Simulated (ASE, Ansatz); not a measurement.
# Force difference against the spacing of support functions in ZrC/ZrN superlattice along [111] (378 atoms)

The cell holds 378 atoms: 189 Zr, 108 C and 81 N. Cell: a = 9.966 Å, b = 9.966 Å, c = 55.903 Å, α = 90.0°, β = 90.0°, γ = 120.0°. It derives from ZrC and ZrN. Rock-salt lattice with in-plane constant 4.698 Å; 4 periods of ZrC and 3 of ZrN along [111], 3 x 3 in-plane cells; the two parts stretched along z by 1.0 and 0.9567; not relaxed, displaced by a Gaussian of 0.02 Å. Regions: ZrC, 216 atoms (108 Zr and 108 C); ZrN, 162 atoms (81 Zr and 81 N).

Calculated with Ansatz 0.2.0: Kohn-Sham DFT, PBE, PAW (set soft_2), localised support functions (medium), with the spacing typed; the reference is Kohn-Sham DFT, PBE, PAW (set soft_2), plane waves, cutoff 420 eV, k-mesh 2×2×1, gaussian smearing of 0.025 eV, with an r.m.s. force component of 0.337 eV/Å.

| spacing (Å) | r.m.s. force difference (meV/Å) | time |
| --- | --- | --- |
| 0.245 | 0.527 | 32 s |
| 0.277 | ? | ? |
| 0.319 | 26.06 | 31 s |
| 0.383 | 257.3 | 31 s |

**Question.** Fit a power law of the spacing to the rows given and interpolate to the withheld row.

Worked fit:

A power law y = A x^b is a line in u = ln x and v = ln y.

| u = ln x | v = ln y |
| --- | --- |
| -1.40650 | -0.640555 |
| -1.14256 | 3.26032 |
| -0.959720 | 5.55036 |

With n = 3: mean u = -1.16959, mean v = 2.72338, Σ(u − ū)² = 0.10090, Σ(u − ū)(v − v̄) = 1.4047. Slope b = 1.4047 / 0.10090 = 13.922; intercept a = v̄ − b ū = 19.007.

At the withheld row u = -1.284, v = a + b u = 1.134, and y = exp(v).

Prediction at 0.277: 3.109 meV/Å. The run gave 2.304 meV/Å, so the fit is high by 0.80 meV/Å (35 % of the value).

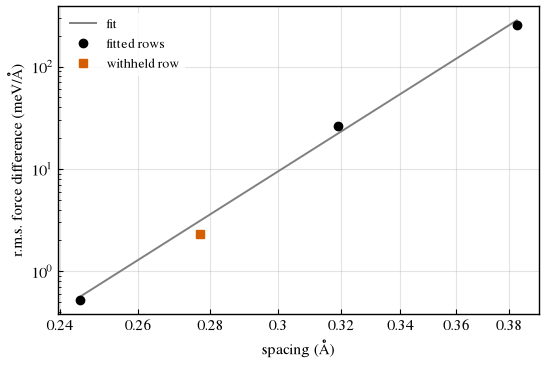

The fit, the rows that it rests on and the withheld row.

The fitted exponent is 14. Between neighbouring rows, the withheld one included, the exponents are 12, 17 and 13, so one power law doesn't hold over the range. Among the rows given, the largest relative miss of the fit is at 0.319, by 3.9 meV/Å (15 %).

Limits: The difference holds the reference's own basis error, which sets a floor under it.

[Hosts, paths, dates, database ids (printed as entryN), source tags and the programs' standing remarks are cut or masked in the printed files.]
